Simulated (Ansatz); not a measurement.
# AgBrHSi: the cost of one run

The runs use Ansatz 0.2.0; RKS PBE0-D4/def2-TZVP.

### 1 The starting structure

SMILES `[SiH]Br`, 3 atoms, charge 0, spin multiplicity 1.

Atoms are counted from 1 here; the program's logs count them from 0.

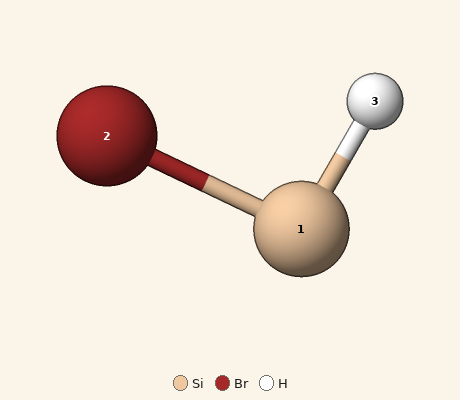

As it starts; silicon light orange, bromine red, hydrogen white; atoms are numbered from 1 in the order of the file.

As a file:

```
Si   -0.62980    0.52923   -0.29819
Br    1.35938    0.40986    0.79243
H    -0.74048   -1.00399   -0.50755
```

### 4 Plan of the scan

The probe is moved over the plane through the molecule's long axis and the normal of its main plane (x and y are the axes of that plane, centred on the molecule).

First coordinate, x of the probe's Ag atom: 21 values from −5.20 Å. Second coordinate, z of the probe's Ag atom: 13 values from −3.12 Å.

Nothing else is relaxed (molecule and probe rigid). Energies count from molecule and probe far apart, each relaxed in its own basis (no counterpoise correction). Points are written as (first, second).

The probe Ag+ moves over a plane: the plane through the molecule's long axis and the normal of its main plane. The molecule is turned into the frame of its main axes, as the inputs below show.

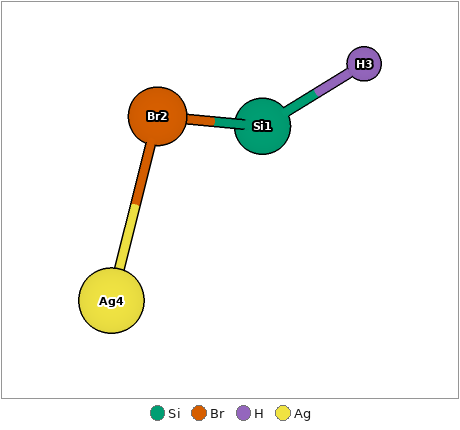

The geometry at (−3.12 Å, 2.08 Å).

(The set-up runs are not shown.)

### 5 Grid point (−3.12 Å, 2.08 Å)

Contents of input.yaml:

```yaml
crystal:
  periodic: [false, false, false]
  atoms:
    - { symbol: Si, position_ang: [0.420965, -0.767536, 0.0] }
    - { symbol: Br, position_ang: [-1.600147, 0.209388, 0.0] }
    - { symbol: H, position_ang: [1.179182, 0.558148, 0.0] }
    - { symbol: Ag, position_ang: [-3.12, 0.0, 2.08] }
total_charge: 1
basis:
  gaussian: { orbitals: def2-TZVP }
hamiltonian:
  xc: pbe0
  dispersion: d4
output:
  forces: true
```

On the command line:

```bash
$ ansatz run input.yaml --threads 1 --pin off --max-ram 2560MiB --backend cpu --events-out ev --progress --plain --runs-dir out
```

Q: Estimate wall time and peak memory on 1 thread of Arm Neoverse N1, shared host.

About 11 s, with a peak of 0.29 GiB.
